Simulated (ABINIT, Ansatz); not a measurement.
# TiO2 (Rutile): one start, several treatments of the self-energy

Aim: compare treatments of exchange, screening and correlation for the gap of TiO2 (Rutile).

Calculated with ABINIT 10.8.3; PBE and many-body steps on it, plane waves.

**What was measured.**

- Gap 3.03 eV: experimental band gap, quoted; bulk crystal (quoted in “Polaron-induced phonon localization and stiffening in rutile TiO2”, 2016, arxiv:1612.05679).

- Gap 3.09 ± 0.06 eV: optical gap from Tauc plot assuming indirect allowed transition; UV/vis diffuse reflectance, Kubelka-Munk and Tauc analysis; film (30 nm ALD shell on quartz particles, grown at 200 C, annealed in air at 500 C; rutile-rich with some anatase) on SiO2 (quartz particles) (“Defect-Mediated Crystallization of the Particulate TiO2 Photocatalyst Grown by Atomic Layer Deposition”, 2024, pmc:11726664).

- Gap 3.28 eV: optical bandgap after anatase to rutile transformation; spectroscopic ellipsometry; film (polycrystalline sol-gel film on Si(100), annealed at high temperature below 800 °C) (“Photocatalytic Performance of Sol-Gel Prepared TiO2 Thin Films Annealed at Various Temperatures”, 2023, pmc:10419699).

- Gap 3.05 eV: band gap; bulk crystal (literature experimental value) (quoted in “Hydrogen related defects in titanium dioxide at the interface to palladium”, 2021, arxiv:2112.05953).

### 1. The starting structure

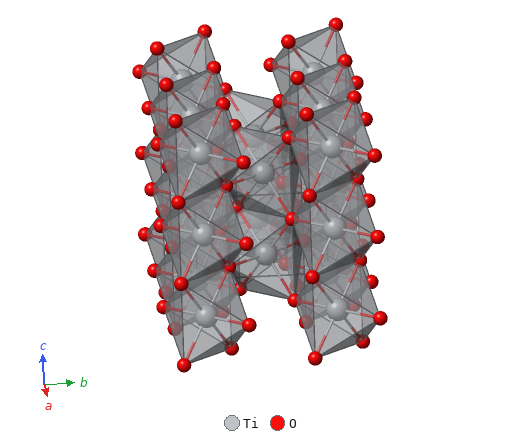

The cell as given, slightly off an axis (titanium light grey, oxygen red). 2×1×2 cells are drawn. Some periodic images of atoms are drawn too.

The cell and positions come from the Crystallography Open Database and are kept as given unless a step says otherwise.

### 2. Empty states on the mesh, 4×4×4 mesh, 318 bands

This step: ABINIT 10.8.3; DFT, PBE, plane waves, norm-conserving pseudopotentials.

The sums over transitions need many empty states on a uniform mesh; this step solves for them.

run.abi

```
acell 3*1.0 Angstrom
rprim 
  4.592200000000 0.000000000000 0.000000000000
  0.000000000000 4.592200000000 0.000000000000
  0.000000000000 0.000000000000 2.957400000000
ntypat 2
znucl 22 8
natom 6
typat 1 1 2 2 2 2
xred 
  0.000000000000 0.000000000000 0.000000000000
  0.500000000000 0.500000000000 0.500000000000
  0.304960000000 0.304960000000 0.000000000000
  0.195040000000 0.804960000000 0.500000000000
  0.695040000000 0.695040000000 0.000000000000
  0.804960000000 0.195040000000 0.500000000000
pp_dirpath "pseudos"
pseudos "Ti.upf, O.upf"
ecut 38
ngkpt 4 4 4
nshiftk 1
shiftk 0 0 0
kptopt 1
chksymbreak 0
irdden 1
istwfk *1
nband 318
prtvol 0
optdriver 6
gwr_task "HDIAGO"
paral_kgb 0
occopt 1
indata_prefix "in"
outdata_prefix "out"
tmpdata_prefix "tmp"
```

Run with:

```console
$ OMP_NUM_THREADS=1 mpirun -n 16 abinit run.abi > log
```

The program printed:

```text
.Version 10.8.3 of ABINIT. v10.8.2 released Aug 2026.

 Symmetries : space group P4_2/m n m (#136); Bravais tP (primitive tetrag.)
[... echo of the input left out ...]
== DATASET  1 ==================================================================
-   mpi_nproc: 16, omp_nthreads: 1 (-1 if OMP is not activated)

--- !DatasetInfo
iteration_state: {dtset: 1, }
dimensions: {natom: 6, nkpt: 18, mband: 318, nsppol: 1, nspinor: 1, nspden: 1, mpw: 4748, }
cutoff_energies: {ecut:  38.0, pawecutdg:  -1.0, }
[...]
Direct band gap semiconductor
 Fundamental gap:     1.917 (eV)
   VBM:     5.660 (eV) at k: [ 0.0000E+00,  0.0000E+00,  0.0000E+00]
   CBM:     7.576 (eV) at k: [ 0.0000E+00,  0.0000E+00,  0.0000E+00]
 Direct gap:         1.917 (eV) at k: [ 0.0000E+00,  0.0000E+00,  0.0000E+00]

== END DATASET(S) ==============================================================
================================================================================

 -outvars: echo values of variables after computation  --------
           etotal      0.0000000000E+00
            nband         318
             nkpt          18
          spgroup         136
 [... the other variables as echoed above ...]

 Calculation completed.
```

Wall time 4.7 min (16 MPI ranks of Arm Neoverse N1, shared host); peak memory 20 GiB; 76 min of CPU time.

This step gave:

```yaml
gap: 1.917 eV
k_of_the_valence_top: 0, 0, 0
k_of_the_conduction_bottom: 0, 0, 0
least_direct_gap: 1.917 eV
k_points_computed: 18
lowest_point_of_the_top_converged_band_above_the_valence_top: 146.1334 eV
```

On this mesh the gap is 1.917 eV.

The density comes from a self-consistent run that is not shown.

### 3. Screening, 4×4×4 mesh, 140 bands, screening to 141.5 eV

The RPA dielectric matrix is built and inverted for each q.

This step: RPA screening on PBE, plane waves, norm-conserving pseudopotentials.

Changes to run.abi since step 2:

```diff
@@ -24,10 +24,11 @@
 chksymbreak 0
-irdden 1
 istwfk *1
-nband 318
-prtvol 0
-optdriver 6
-gwr_task "HDIAGO"
-paral_kgb 0
 occopt 1
+irdwfk 1
+optdriver 3
+nband 140
+ecuteps 5.2
+inclvkb 2
+awtr 1
+symchi 1
 indata_prefix "in"
```

The program printed:

```text
.Version 10.8.3 of ABINIT. v10.8.2 released Aug 2026.

 Symmetries : space group P4_2/m n m (#136); Bravais tP (primitive tetrag.)
[... echo of the input left out ...]
== DATASET  1 ==================================================================
-   mpi_nproc: 16, omp_nthreads: 1 (-1 if OMP is not activated)

--- !DatasetInfo
iteration_state: {dtset: 1, }
dimensions: {natom: 6, nkpt: 18, mband: 140, nsppol: 1, nspinor: 1, nspden: 1, mpw: 4748, }
cutoff_energies: {ecut:  38.0, pawecutdg:  -1.0, }
electrons: {nelect:   4.80000000E+01, charge:   0.00000000E+00, occopt:   1.00000000E+00, tsmear:   1.00000000E-02, }

 SCREENING: Calculation of the susceptibility and dielectric matrices

 Based on a program developped by R.W. Godby, V. Olevano, G. Onida, and L. Reining.
 Incorporated in ABINIT by V. Olevano, G.-M. Rignanese, and M. Torrent.
.Using double precision arithmetic ; gwpc =  8

[... cell and pseudopotentials left out ...]
--------------------------------------------------------------------------------

 ==== K-mesh for the wavefunctions ====
 Number of points in the irreducible wedge :    18
[... list of points left out ...]
 Together with 16 symmetry operations and time-reversal symmetry
 yields    64 points in the full Brillouin Zone.

 ==== Q-mesh for the screening function ====
 Number of points in the irreducible wedge :    18
[... list of points left out ...]
 Together with 16 symmetry operations and time-reversal symmetry
 yields    64 points in the full Brillouin Zone.

 setmesh: FFT mesh size selected  =    36x   36x   24
          total number of points  =        31104

 vcoul_init : cutoff-mode = AUXILIARY_FUNCTION
 q-points for optical limit:   1
     1)      0.000010    0.000020    0.000030

- screening: taking advantage of time-reversal symmetry
- Maximum band index for partially occupied states nbvw = 24
- Remaining bands to be divided among processors   nbcw = 116
- Number of bands treated by each node ~7

 Number of electrons calculated from density =   48.0000; Expected =   48.0000
 average of density, n =  0.114049
 r_s =    1.2792
 omega_plasma =   32.5763 [eV]

 calculating chi0 at frequencies [eV] :
  1    0.000000E+00    0.000000E+00
  2    0.000000E+00    3.257632E+01

--------------------------------------------------------------------------------
  q-point number  1        q = ( 0.000000, 0.000000, 0.000000) [r.l.u.]
--------------------------------------------------------------------------------
[... chi0 elements left out ...]
 For q-point:  0.000010 0.000020 0.000030
  dielectric constant =   8.5540
  dielectric constant without local fields =   8.9685

  Average fulfillment of the sum rule on Im[epsilon] for q-point    1 :     62.22  [%]
[... wings left out ...]
  q-point number  2        q = ( 0.250000, 0.000000, 0.000000) [r.l.u.]
--------------------------------------------------------------------------------
[... chi0 elements left out ...]
  Average fulfillment of the sum rule on Im[epsilon] for q-point    2 :     72.98  [%]

 [... 16 further q-points ...]
```

It took 4.1 min on 16 MPI ranks; peak memory 6.6 GiB.

Numbers from this step:

```
ε∞ with local fields, on this mesh, along the program's q direction : 8.554
the same without local fields                                       : 8.969
plasma frequency                                                    : 32.58 eV
plane waves in the screening matrix                                 : 249
```

Local fields lower ε∞ by 5 %. On a Γ-centred mesh this coarse the value itself is usually too large, while a short band sum pulls it down.

### 4. G0W0, Godby-Needs plasmon pole

The self-energy is evaluated for the states that the input lists, and the levels follow from it, in one-shot runs by the linearised quasiparticle equation.

This step: G0W0 on PBE, plane waves, norm-conserving pseudopotentials.

Changes to run.abi since step 3:

```diff
@@ -27,8 +27,15 @@
 irdwfk 1
-optdriver 3
+optdriver 4
 nband 140
+gwcalctyp 0
+ecutsigx 38
+symsigma 1
+nkptgw 1
+kptgw 
+  0.0000000000 0.0000000000 0.0000000000
+bdgw 
+  22 26
 ecuteps 5.2
-inclvkb 2
-awtr 1
-symchi 1
+irdscr 1
+ppmodel 1
 indata_prefix "in"
```

The program printed:

```text
.Version 10.8.3 of ABINIT. v10.8.2 released Aug 2026.

 Symmetries : space group P4_2/m n m (#136); Bravais tP (primitive tetrag.)
[... echo of the input left out ...]
== DATASET  1 ==================================================================
-   mpi_nproc: 16, omp_nthreads: 1 (-1 if OMP is not activated)

--- !DatasetInfo
iteration_state: {dtset: 1, }
dimensions: {natom: 6, nkpt: 18, mband: 140, nsppol: 1, nspinor: 1, nspden: 1, mpw: 4748, }
cutoff_energies: {ecut:  38.0, pawecutdg:  -1.0, }
electrons: {nelect:   4.80000000E+01, charge:   0.00000000E+00, occopt:   1.00000000E+00, tsmear:   1.00000000E-02, }

 SIGMA: Calculation of the GW corrections

 Based on a program developped by R.W. Godby, V. Olevano, G. Onida, and L. Reining.
 Incorporated in ABINIT by V. Olevano, G.-M. Rignanese, and M. Torrent.
.Using double precision arithmetic ; gwpc =  8

[... cell and pseudopotentials left out ...]
--------------------------------------------------------------------------------

 ==== K-mesh for the wavefunctions ====
 Number of points in the irreducible wedge :    18
[... list of points left out ...]
 Together with 16 symmetry operations and time-reversal symmetry
 yields    64 points in the full Brillouin Zone.

 ==== Q-mesh for screening function ====
 Number of points in the irreducible wedge :    18
[... list of points left out ...]
 Together with 16 symmetry operations and time-reversal symmetry
 yields    64 points in the full Brillouin Zone.

 vcoul_init : cutoff-mode = AUXILIARY_FUNCTION
 q-points for optical limit:   1
     1)      0.000010    0.000020    0.000030
 setmesh: FFT mesh size selected  =    50x   50x   32
          total number of points  =        80000

 Number of electrons calculated from density =   48.0000; Expected =   48.0000
 average of density, n =  0.114049
 r_s =    1.2792
 omega_plasma =   32.5763 [eV]

 === KS Band Gaps ===
  >>>> For spin  1
   Minimum direct gap =   1.9166 [eV], located at k-point      :   0.0000  0.0000  0.0000
   Fundamental gap    =   1.9166 [eV], Top of valence bands at :   0.0000  0.0000  0.0000
                                       Bottom of conduction at :   0.0000  0.0000  0.0000
 SIGMA fundamental parameters:
 PLASMON POLE MODEL  1
 number of plane-waves for SigmaX                 4679
 number of plane-waves for SigmaC and W            249
 number of plane-waves for wavefunctions          4679
 number of bands                                   140
 number of independent spin polarizations            1
 number of spinorial components                      1
 number of k-points in IBZ                          18
 number of q-points in IBZ                          18
 number of symmetry operations                      16
 number of k-points in BZ                           64
 number of q-points in BZ                           64
 number of frequencies for dSigma/dE                 9
 frequency step for dSigma/dE [eV]                0.25
 number of omega for Sigma on real axis              0
 max omega for Sigma on real axis  [eV]           0.00
 zcut for avoiding poles [eV]                     0.10

 EPSILON^-1 parameters (SCR file):
 dimension of the eps^-1 matrix on file            249
 dimension of the eps^-1 matrix used               249
 number of plane-waves for wavefunctions          4679
 number of bands                                   140
 number of q-points in IBZ                          18
 number of frequencies                               2
 number of real frequencies                          1
 number of imag frequencies                          1

 matrix elements of self-energy operator (all in [eV])

 Perturbative Calculation

--- !SelfEnergy_ee
iteration_state: {dtset: 1, }
kpoint     : [   0.000,    0.000,    0.000, ]
spin       : 1
KS_gap     :    1.917
QP_gap     :    3.375
Delta_QP_KS:    1.459
data: !SigmaeeData |
     Band     E0 <VxcDFT>   SigX SigC(E0)      Z dSigC/dE  Sig(E)    E-E0       E
       22   5.208 -20.672 -25.174   4.748   0.771  -0.297 -20.483   0.189   5.397
       23   5.208 -20.672 -25.174   4.748   0.771  -0.297 -20.483   0.189   5.397
       24   5.660 -20.448 -25.098   4.929   0.765  -0.308 -20.235   0.213   5.873
       25   7.576 -20.150 -12.063  -5.939   0.779  -0.284 -18.478   1.672   9.248
       26   7.879 -19.778 -12.069  -5.685   0.780  -0.282 -18.199   1.579   9.458

== END DATASET(S) ==============================================================
================================================================================

 -outvars: echo values of variables after computation  --------
           etotal      0.0000000000E+00
            nband         140
             nkpt          18
          spgroup         136
 [... the other variables as echoed above ...]

 Calculation completed.
```

It took 9.2 s on 16 MPI ranks; peak memory 3.2 GiB; 2.4 min of CPU time.

Numbers from this step:

| Item | Value |
| --- | --- |
| G0W0 gap on the points computed | 3.375 eV |
| starting gap on the mesh | 1.917 eV |
| k of the valence top | 0, 0, 0 |
| k of the conduction bottom | 0, 0, 0 |
| Z at the valence top | 0.765 |
| Z at the conduction bottom | 0.779 |
| least direct G0W0 gap on the computed points | 3.375 eV |

The gap on the mesh goes from 1.92 eV to 3.37 eV, a correction of +1.46 eV.

### 5. G0W0, von der Linden-Horsch plasmon pole

Changes to run.abi since step 4:

```diff
@@ -39,3 +39,3 @@
 irdscr 1
-ppmodel 1
+ppmodel 3
 indata_prefix "in"
```

The program printed:

```text
.Version 10.8.3 of ABINIT. v10.8.2 released Aug 2026.

 Symmetries : space group P4_2/m n m (#136); Bravais tP (primitive tetrag.)
[... echo of the input left out ...]
== DATASET  1 ==================================================================
-   mpi_nproc: 16, omp_nthreads: 1 (-1 if OMP is not activated)

--- !DatasetInfo
iteration_state: {dtset: 1, }
dimensions: {natom: 6, nkpt: 18, mband: 140, nsppol: 1, nspinor: 1, nspden: 1, mpw: 4748, }
cutoff_energies: {ecut:  38.0, pawecutdg:  -1.0, }
electrons: {nelect:   4.80000000E+01, charge:   0.00000000E+00, occopt:   1.00000000E+00, tsmear:   1.00000000E-02, }

 SIGMA: Calculation of the GW corrections

 Based on a program developped by R.W. Godby, V. Olevano, G. Onida, and L. Reining.
 Incorporated in ABINIT by V. Olevano, G.-M. Rignanese, and M. Torrent.
.Using double precision arithmetic ; gwpc =  8

[... cell and pseudopotentials left out ...]
--------------------------------------------------------------------------------

 ==== K-mesh for the wavefunctions ====
 Number of points in the irreducible wedge :    18
[... list of points left out ...]
 Together with 16 symmetry operations and time-reversal symmetry
 yields    64 points in the full Brillouin Zone.

 ==== Q-mesh for screening function ====
 Number of points in the irreducible wedge :    18
[... list of points left out ...]
 Together with 16 symmetry operations and time-reversal symmetry
 yields    64 points in the full Brillouin Zone.

 vcoul_init : cutoff-mode = AUXILIARY_FUNCTION
 q-points for optical limit:   1
     1)      0.000010    0.000020    0.000030
 setmesh: FFT mesh size selected  =    50x   50x   32
          total number of points  =        80000

 Number of electrons calculated from density =   48.0000; Expected =   48.0000
[...]
number of q-points in IBZ                          18
 number of symmetry operations                      16
 number of k-points in BZ                           64
 number of q-points in BZ                           64
 number of frequencies for dSigma/dE                 9
 frequency step for dSigma/dE [eV]                0.25
 number of omega for Sigma on real axis              0
 max omega for Sigma on real axis  [eV]           0.00
 zcut for avoiding poles [eV]                     0.10

 EPSILON^-1 parameters (SCR file):
 dimension of the eps^-1 matrix on file            249
 dimension of the eps^-1 matrix used               249
 number of plane-waves for wavefunctions          4679
 number of bands                                   140
 number of q-points in IBZ                          18
 number of frequencies                               2
 number of real frequencies                          1
 number of imag frequencies                          1

 matrix elements of self-energy operator (all in [eV])

 Perturbative Calculation

--- !SelfEnergy_ee
iteration_state: {dtset: 1, }
kpoint     : [   0.000,    0.000,    0.000, ]
spin       : 1
KS_gap     :    1.917
QP_gap     :    3.540
Delta_QP_KS:    1.623
data: !SigmaeeData |
     Band     E0 <VxcDFT>   SigX SigC(E0)      Z dSigC/dE  Sig(E)    E-E0       E
       22   5.208 -20.672 -25.174   4.529   0.835  -0.198 -20.649   0.023   5.231
       23   5.208 -20.672 -25.174   4.529   0.835  -0.198 -20.649   0.023   5.231
       24   5.660 -20.448 -25.098   4.711   0.832  -0.201 -20.397   0.051   5.710
       25   7.576 -20.150 -12.063  -6.101   0.843  -0.186 -18.476   1.674   9.250
       26   7.879 -19.778 -12.069  -5.848   0.844  -0.185 -18.207   1.571   9.450

== END DATASET(S) ==============================================================
================================================================================

 -outvars: echo values of variables after computation  --------
           etotal      0.0000000000E+00
            nband         140
             nkpt          18
          spgroup         136
 [... the other variables as echoed above ...]

 Calculation completed.
```

Run time: 8.8 s. Hardware: 16 MPI ranks; peak memory 2.4 GiB; 2.3 min of CPU time.

Numbers from this step:

```yaml
g0w0_gap_on_the_points_computed: 3.54 eV
starting_gap_on_the_mesh: 1.917 eV
k_of_the_valence_top: 0, 0, 0
k_of_the_conduction_bottom: 0, 0, 0
z_at_the_valence_top: 0.832
z_at_the_conduction_bottom: 0.843
least_direct_g0w0_gap_on_the_computed_points: 3.54 eV
```

Against G0W0 in ABINIT (4×4×4 mesh, 140 bands, screening to 141.5 eV, Godby-Needs plasmon pole), the gap moves by +0.165 eV.

### 6. G0W0, Engel-Farid plasmon pole

Changes to run.abi since step 5:

```diff
@@ -39,3 +39,3 @@
 irdscr 1
-ppmodel 3
+ppmodel 4
 indata_prefix "in"
```

The program printed:

```text
.Version 10.8.3 of ABINIT. v10.8.2 released Aug 2026.

 Symmetries : space group P4_2/m n m (#136); Bravais tP (primitive tetrag.)
[... echo of the input left out ...]
== DATASET  1 ==================================================================
-   mpi_nproc: 16, omp_nthreads: 1 (-1 if OMP is not activated)

--- !DatasetInfo
iteration_state: {dtset: 1, }
dimensions: {natom: 6, nkpt: 18, mband: 140, nsppol: 1, nspinor: 1, nspden: 1, mpw: 4748, }
cutoff_energies: {ecut:  38.0, pawecutdg:  -1.0, }
[...]
24   5.660 -20.448 -25.098   4.793   0.782  -0.280 -20.337   0.111   5.771
       25   7.576 -20.150 -12.063  -5.957   0.798  -0.253 -18.450   1.700   9.276
       26   7.879 -19.778 -12.069  -5.717   0.799  -0.251 -18.185   1.593   9.472

== END DATASET(S) ==============================================================
================================================================================

 -outvars: echo values of variables after computation  --------
           etotal      0.0000000000E+00
            nband         140
             nkpt          18
          spgroup         136
 [... the other variables as echoed above ...]

 Calculation completed.
```

Run time: 8.9 s. Hardware: 16 MPI ranks; peak memory 2.4 GiB.

This step gave:

| Item | Value |
| --- | --- |
| G0W0 gap on the points computed | 3.505 eV |
| starting gap on the mesh | 1.917 eV |
| k of the valence top | 0, 0, 0 |
| k of the conduction bottom | 0, 0, 0 |
| least direct G0W0 gap on the computed points | 3.505 eV |

Against G0W0 in ABINIT (4×4×4 mesh, 140 bands, screening to 141.5 eV, Godby-Needs plasmon pole), the gap moves by +0.130 eV.

(Continued in part 2 of 2.)

[Paths, hosts, dates, memory and timing lines, banners, echoed tables and standing remarks are left out of the program output.]

[Logs are printed without paths, hosts, clocks, repeated set-up lines and the standing remarks that a program may print on its own settings, such as how far it seeks lower states.]

[Runs of the session that timed out or met a known fault of the program may be left out.]

[Hosts, paths, dates, database ids (printed as entryN), source tags and the programs' standing remarks are cut or masked in the printed files.]

[G0W0 gaps are taken among the corrected bands and points alone; a level outside them can change the order at an edge.]

[Where Ansatz stands beside ABINIT at settings called matched, ABINIT's density can come from a denser mesh and the files from another edition; pairs whose starting gaps differed by over 0.03 eV were left out, so agreement reads better than it is.]
